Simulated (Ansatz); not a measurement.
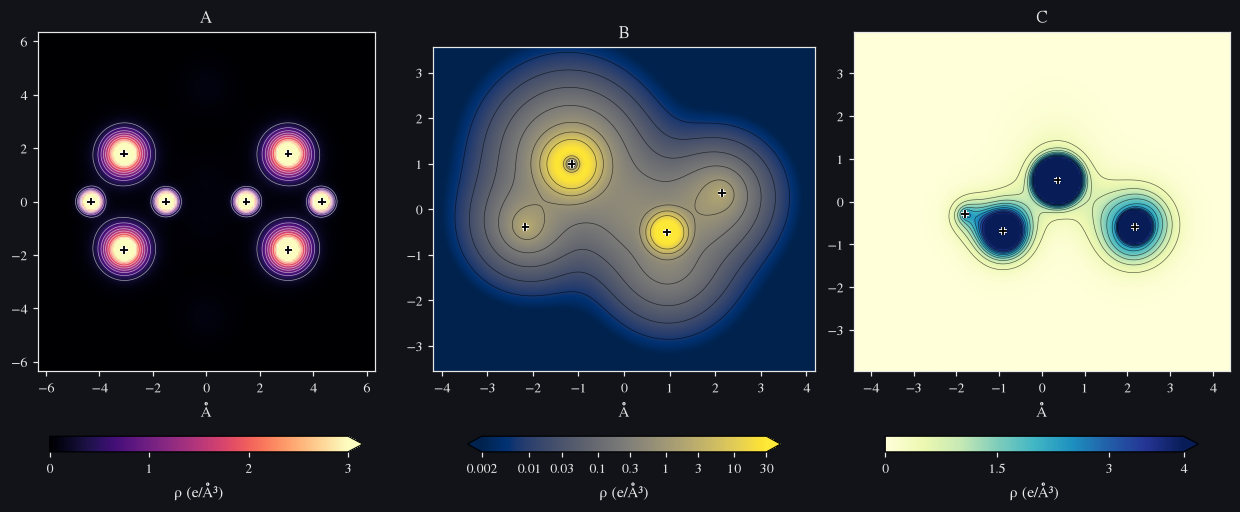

The total electron density of 3 systems, each on a plane through atoms (crosses mark nuclei in the plane).

Theory: RKS PBE0-D4/def2-TZVP in Ansatz 0.2.0.

System 1: Cl₃GeHO, the plane of atoms Ge1, O2 and H3. Geometry: PBE0-D4/def2-SVP.

```xyz
6

Ge   -0.0661   -0.1212   -0.2922
O    -0.0778   -0.1302    1.4550
H     0.3509    0.6439    1.8413
Cl    1.9290   -0.1090   -1.0467
Cl   -1.0669    1.6007   -1.0564
Cl   -1.0691   -1.8843   -0.9010
```

System 2: H₅SbSi (SbH2(SiH3)), the plane of atoms H2, Sb1 and Si4. Geometry: r2SCAN-D4/def2-TZVP; core potentials replace the inner electrons of Sb.

```yaml
atoms:
  - { symbol: Sb, position_ang: [0.6149, 1.1158, 1.1485] }
  - { symbol: H, position_ang: [2.0105, 1.0410, 0.1633] }
  - { symbol: H, position_ang: [-0.0919, 2.2755, 0.1103] }
  - { symbol: Si, position_ang: [-0.4687, -0.8106, -0.1798] }
  - { symbol: H, position_ang: [-0.4758, -0.5835, -1.6464] }
  - { symbol: H, position_ang: [-1.8679, -0.9785, 0.2893] }
  - { symbol: H, position_ang: [0.2790, -2.0597, 0.1147] }
```

System 3: Cl₈Li₈ (1x4x4 LiCl rock-salt block), the plane of atoms Li1, Cl5 and Li6. Geometry: PBE0-D4/def2-SVP.

```xyz
16

Li   -0.0061   -3.0609   -3.0595
Cl   -0.6655   -3.3623   -0.9901
Li    0.2393   -3.1618    1.1173
Cl   -0.2197   -3.2576    3.2574
Cl    0.6538   -0.9919   -3.3630
Li   -0.0050   -1.0625   -1.0629
Cl    1.2139   -0.9442    0.9410
Li    0.2444   -1.1186    3.1610
Li   -0.2416    1.1192   -3.1611
Cl   -1.2161    0.9464   -0.9435
Li    0.0003    1.0628    1.0625
Cl   -0.6553    0.9908    3.3638
Cl    0.2265    3.2574   -3.2570
Li   -0.2380    3.1622   -1.1180
Cl    0.6626    3.3619    0.9909
Li    0.0064    3.0593    3.0613
```

Question: Match each panel to its system.

Answer: Panel A is system 3, Cl₈Li₈: the plane holds Li and Cl. Li–Cl (2.19 Å): ρ at the midpoint is about 0.47 e/Å³. Panel B is system 2, H₅SbSi: the plane holds Sb, H and Si. Si–Sb (2.58 Å): the density is about 0.52 e/Å³ at the midpoint. Panel C is system 1, Cl₃GeHO: the plane holds Ge, O, H and Cl. Ge–O (1.75 Å): ρ at the midpoint is about 1.1 e/Å³.
